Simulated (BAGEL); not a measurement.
# [SiP2H7]+ (SMILES P[SiH2][PH3+]): HF/6-31G(d) (density fitting with qzvpp-jkfit, spherical functions)

Aim: the vertical singlet–triplet gap of [SiP2H7]+ at HF/6-31G* (density fitting with qzvpp-jkfit, spherical functions), from 2 runs. 

The calculation is run with BAGEL 1.2.2.

2 further runs of the same task are left out: 2 set aside as unsound or not needed. Runs told in other sessions of the task aren't counted.

## Step 1: The system as given

[SiP2H7]+ has 10 atoms, charge +1, and is taken as a singlet. As SMILES, `P[SiH2][PH3+]`. The shape is that of a GFN2-xTB optimisation. This is one conformer, not always the lowest.

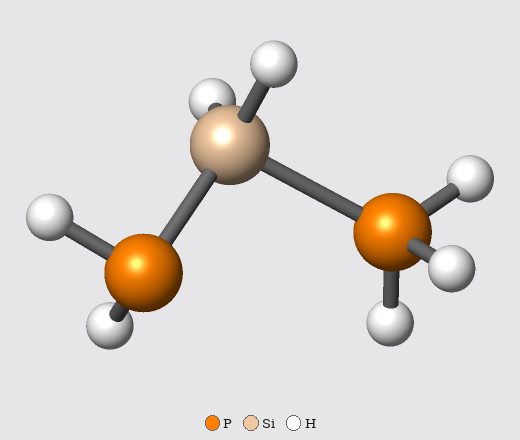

Viewed from a chosen angle; phosphorus orange, silicon light orange, hydrogen white.

## Step 2: The energy at HF/6-31G(d) (density fitting with qzvpp-jkfit, spherical functions)

Contents of input.json:

```json
{ "bagel": [

{
  "title": "molecule",
  "basis": "6-31gs.json",
  "df_basis": "qzvpp-jkfit",
  "angstrom": true,
  "geometry": [
    { "atom": "P", "xyz": [      -1.985420,       0.603520,      -0.454420 ] },
    { "atom": "Si", "xyz": [       0.224600,       0.889190,      -0.444670 ] },
    { "atom": "P", "xyz": [       0.901040,      -0.966280,       0.906020 ] },
    { "atom": "H", "xyz": [      -2.007660,      -0.363920,      -1.463970 ] },
    { "atom": "H", "xyz": [      -2.260090,       1.655730,      -1.323960 ] },
    { "atom": "H", "xyz": [       0.692220,       1.939120,       0.461530 ] },
    { "atom": "H", "xyz": [       1.196460,       0.681670,      -1.525520 ] },
    { "atom": "H", "xyz": [       0.571700,      -2.238580,       0.490310 ] },
    { "atom": "H", "xyz": [       0.426320,      -1.034360,       2.196750 ] },
    { "atom": "H", "xyz": [       2.240830,      -1.166100,       1.157930 ] }
  ]
},

{ "title": "hf", "charge": 1 },

{ "title": "print", "file": "orbitals.molden", "orbitals": true }

]}
```

The basis set 6-31G* is read from a file made from the Basis Set Exchange's data (not shown).

Run with:

```
$ BAGEL_NUM_THREADS=1 BAGEL input.json > input.out
```

The program printed:

```text
* using 1 threads per process

  ===============================================================
  ===============================================================

  *** Geometry ***

  { "atom" : "P", "xyz" : [     -3.751900,      1.140488,     -0.858729 ] },
  { "atom" : "Si", "xyz" : [      0.424432,      1.680326,     -0.840305 ] },
  { "atom" : "P", "xyz" : [      1.702719,     -1.826005,      1.712130 ] },
  { "atom" : "H", "xyz" : [     -3.793928,     -0.687709,     -2.766502 ] },
  { "atom" : "H", "xyz" : [     -4.270951,      3.128876,     -2.501922 ] },
  { "atom" : "H", "xyz" : [      1.308106,      3.664406,      0.872165 ] },
  { "atom" : "H", "xyz" : [      2.260982,      1.288170,     -2.882815 ] },
  { "atom" : "H", "xyz" : [      1.080356,     -4.230303,      0.926552 ] },
  { "atom" : "H", "xyz" : [      0.805628,     -1.954657,      4.151256 ] },
  { "atom" : "H", "xyz" : [      4.234555,     -2.203610,      2.188171 ] },

  Number of auxiliary basis functions:      510

  Since a DF basis is specified, we compute 2- and 3-index integrals:
    o Being stored without compression. Storage requirement is 0.019 GB

  Number of basis functions:       68
  Number of electrons      :       51

    * METHOD: MOLECULE                             0.16

  *** RHF ***

  === Nuclear Repulsion ===
   203.7964674400

      * DIIS with orbital gradients will be used.

  === RHF iteration (6-31gs.json) ===
      0       -974.08313908          0.01069604           0.03
      1       -974.16154182          0.00351501           0.03
      2       -974.16865453          0.00108900           0.03
      3       -974.16954535          0.00016669           0.03
      4       -974.16957545          0.00003383           0.03
      5       -974.16957719          0.00000884           0.03
      6       -974.16957732          0.00000213           0.03
      7       -974.16957732          0.00000045           0.03
      8       -974.16957732          0.00000013           0.03
      9       -974.16957732          0.00000003           0.03
     10       -974.16957732          0.00000001           0.03
    * SCF iteration converged.

    * Permanent dipole moment:
           (   -1.109783,     0.617557,    -0.218911) a.u.

    * METHOD: HF                                   0.44

    * METHOD: PRINT                                0.01

  ===============================================================
```

Run time: 0.74 s. Hardware: 1 thread of AMD EPYC 9B45 (Zen 5), shared host; peak memory 0.11 GiB.

## Step 3: The triplet, same level

Contents of calc.json:

```json
{ "bagel" : [

{
  "title" : "molecule",
  "basis" : "6-31gs.json",
  "df_basis" : "qzvpp-jkfit",
  "angstrom" : "true",
  "geometry" : [
    { "atom" : "P", "xyz" : [      -1.985420,       0.603520,      -0.454420 ] },
    { "atom" : "Si", "xyz" : [       0.224600,       0.889190,      -0.444670 ] },
    { "atom" : "P", "xyz" : [       0.901040,      -0.966280,       0.906020 ] },
    { "atom" : "H", "xyz" : [      -2.007660,      -0.363920,      -1.463970 ] },
    { "atom" : "H", "xyz" : [      -2.260090,       1.655730,      -1.323960 ] },
    { "atom" : "H", "xyz" : [       0.692220,       1.939120,       0.461530 ] },
    { "atom" : "H", "xyz" : [       1.196460,       0.681670,      -1.525520 ] },
    { "atom" : "H", "xyz" : [       0.571700,      -2.238580,       0.490310 ] },
    { "atom" : "H", "xyz" : [       0.426320,      -1.034360,       2.196750 ] },
    { "atom" : "H", "xyz" : [       2.240830,      -1.166100,       1.157930 ] }
  ]
},

{ "title" : "uhf", "charge" : 1, "nopen" : 2 },

{ "title" : "print", "file" : "orbitals.molden", "orbitals" : "true" }

]}
```

The basis set 6-31G* is read from a file made from the Basis Set Exchange's data (not shown).

Run with:

```
$ BAGEL_NUM_THREADS=1 BAGEL calc.json > calc.out
```

The program printed:

```text
* using 1 threads per process

  ===============================================================
  ===============================================================

  *** Geometry ***

  { "atom" : "P", "xyz" : [     -3.751900,      1.140488,     -0.858729 ] },
  { "atom" : "Si", "xyz" : [      0.424432,      1.680326,     -0.840305 ] },
  { "atom" : "P", "xyz" : [      1.702719,     -1.826005,      1.712130 ] },
  { "atom" : "H", "xyz" : [     -3.793928,     -0.687709,     -2.766502 ] },
  { "atom" : "H", "xyz" : [     -4.270951,      3.128876,     -2.501922 ] },
  { "atom" : "H", "xyz" : [      1.308106,      3.664406,      0.872165 ] },
  { "atom" : "H", "xyz" : [      2.260982,      1.288170,     -2.882815 ] },
  { "atom" : "H", "xyz" : [      1.080356,     -4.230303,      0.926552 ] },
  { "atom" : "H", "xyz" : [      0.805628,     -1.954657,      4.151256 ] },
  { "atom" : "H", "xyz" : [      4.234555,     -2.203610,      2.188171 ] },

  Number of auxiliary basis functions:      510

  Since a DF basis is specified, we compute 2- and 3-index integrals:
    o Being stored without compression. Storage requirement is 0.019 GB

  Number of basis functions:       68
  Number of electrons      :       51

    * METHOD: MOLECULE                             0.16

  *** Open-shell HF ***

  === Nuclear Repulsion ===
   203.7964674400

      * DIIS with orbital gradients will be used.

  === UHF iteration (6-31gs.json) ===
      0       -973.85834032          0.01983394           0.06
      1       -973.94993657          0.00673790           0.06
      2       -973.96255473          0.00254319           0.06
      3       -973.96681509          0.00124266           0.06
      4       -973.96981997          0.00079472           0.06
      5       -973.97269631          0.00066251           0.06
      6       -973.97625217          0.00059743           0.06
      7       -973.97752623          0.00053954           0.06
      8       -973.98182915          0.00057587           0.06
      9       -973.98097230          0.00053053           0.06
     10       -973.98342914          0.00053124           0.06
     11       -973.98352630          0.00023175           0.06
     12       -973.98415431          0.00011343           0.06
     13       -973.98424530          0.00008420           0.06
     14       -973.98426267          0.00004700           0.06
     15       -973.98426665          0.00001812           0.06
     16       -973.98426711          0.00000666           0.06
     17       -973.98426717          0.00000424           0.06
     18       -973.98426725          0.00000305           0.06
     19       -973.98426733          0.00000185           0.06
     20       -973.98426736          0.00000113           0.06
     21       -973.98426737          0.00000055           0.07
     22       -973.98426738          0.00000029           0.06
     23       -973.98426738          0.00000017           0.06
     24       -973.98426738          0.00000010           0.06
     25       -973.98426738          0.00000005           0.06
     26       -973.98426738          0.00000003           0.06
     27       -973.98426738          0.00000001           0.07
     28       -973.98426738          0.00000001           0.06
     29       -973.98426738          0.00000001           0.06
    * SCF iteration converged.

    * S^2 (UHF) is 2.0187

    * Permanent dipole moment:
           (    0.335874,     0.938474,    -0.671912) a.u.

    * METHOD: UHF                                  1.95

    * METHOD: PRINT                                0.01

  ===============================================================
```

Wall time 2.3 s (1 thread of AMD EPYC 9B45 (Zen 5), shared host); peak memory 0.1 GiB.

## Step 4: Summary of results

Level: HF/6-31G* (density fitting with qzvpp-jkfit, spherical functions).

| quantity | value |
| --- | --- |
| singlet: total energy | -974.16958 Eh |
| singlet: HOMO energy | -14.89 eV |
| singlet: LUMO energy | -2.29 eV |
| singlet: HOMO–LUMO gap | 12.60 eV |
| triplet: total energy | -973.98427 Eh |
| triplet: ⟨S²⟩ | 2.019 |
| vertical energy of the triplet above the singlet | 5.043 eV |

At this shape the triplet lies 5.04 eV (487 kJ/mol) above the singlet.
